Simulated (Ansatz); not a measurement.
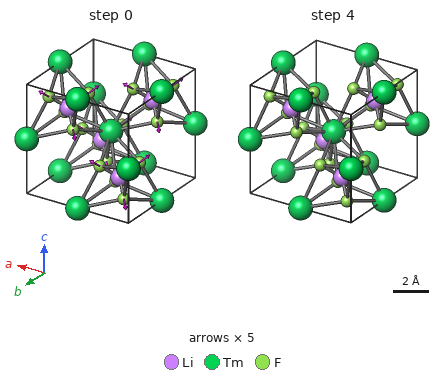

The structure of crystalline LiTmF₄ (a generated structure, set up in F-43m) (coarse preliminary run) before (left) and after (right) a relaxation, at one scale. The purple arrows give the displacements (the part carried along by the change of the cell is left out), magnified 5 times.

A ball-and-stick model of the conventional cell (4 times the calculation's cell), seen from a free direction. Lengths and directions refer to the drawn axes.

Theory: DFT PBE, scalar-relativistic, plane waves, PAW; 4f electrons in the core of a trivalent norm-conserving potential in Ansatz 0.2.0. Settings: plane-wave cutoff 690 eV; k-point mesh 4 × 4 × 4; occupations gaussian; smearing width 0.1 eV; no spin polarisation; cell and atoms relaxed; force threshold 0.04 eV/Å; at most 70 steps.

Question: What changed between the two?

Answer: The largest moves relative to the cell, 0.15 Å, are those of F atoms. Li and Tm stay in place. The volume changes by −2.6 %, with a = b = c 7.005 → 6.945 Å (−0.9 %). Near-neighbour distances that change, for instance: F–Li 1.436 → 1.578 Å, Li–Tm 3.033 → 3.007 Å. Among the angles between lasting bonds that change: Li–F–Tm 81.5° → 78.5°. The space group stays F-43m (No. 216). The energy falls by 266 meV per atom in 3 accepted moves (4 points after the start). Largest force component: 3.2 eV/Å at the start, 0.018 eV/Å at the end. The pressure goes from 8.19 to −0.28 GPa. The SCF was repeated once at an unchanged geometry on a basis and grid sized afresh for the cell, which shifted the energy by 0.2 meV per atom at most. Cost: 28 s on 1 thread of Intel(R) Xeon(R) Processor @ 2.70GHz (shared host), peak memory 0.38 GiB.
